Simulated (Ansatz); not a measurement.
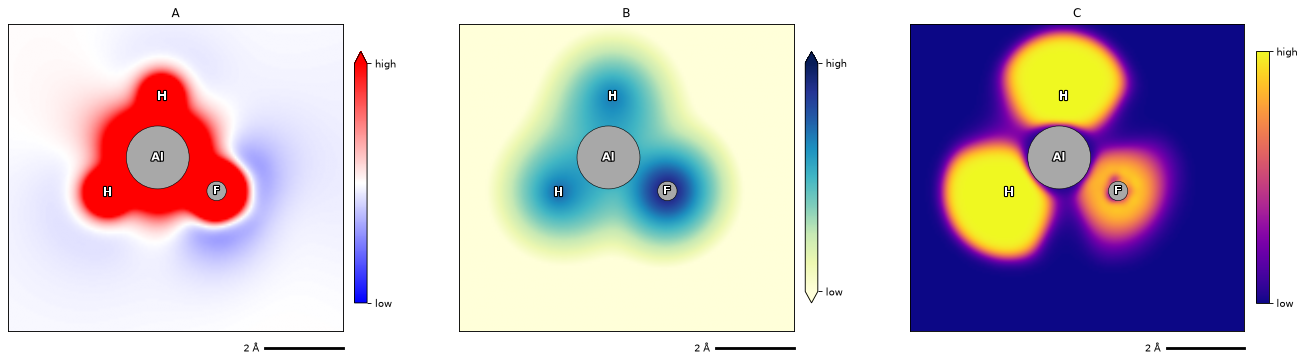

AlFH2···H2O···H2O: 3 fields on the plane of atoms H3, Al1 and F6, with unlabelled colour scales. Grey discs cover the atomic cores.

Not at a stationary point (largest force 1.2 eV/Å).

These are results of RKS PBE-D4/def2-mTZVP in Ansatz 0.2.0, not measurements.

Q: The panels show electron density, electron localisation function and electrostatic potential in some order. Assign them.

A: Panel A: electrostatic potential (strongly positive close to the atoms, with negative regions outside electron-rich atoms). Panel B: electron density. Panel C: electron localisation function. From the grid: Al–F (1.74 Å): ρ at the midpoint is about 0.71 e/Å³; the ELF peaks at about 0.85 in the valence shell of F, 0.5 Å from its nucleus, and is about 0.35 at the midpoint. Al–H (1.59 Å): ρ at the midpoint is about 0.55 e/Å³; the ELF climbs to about 1 towards the hydrogen.
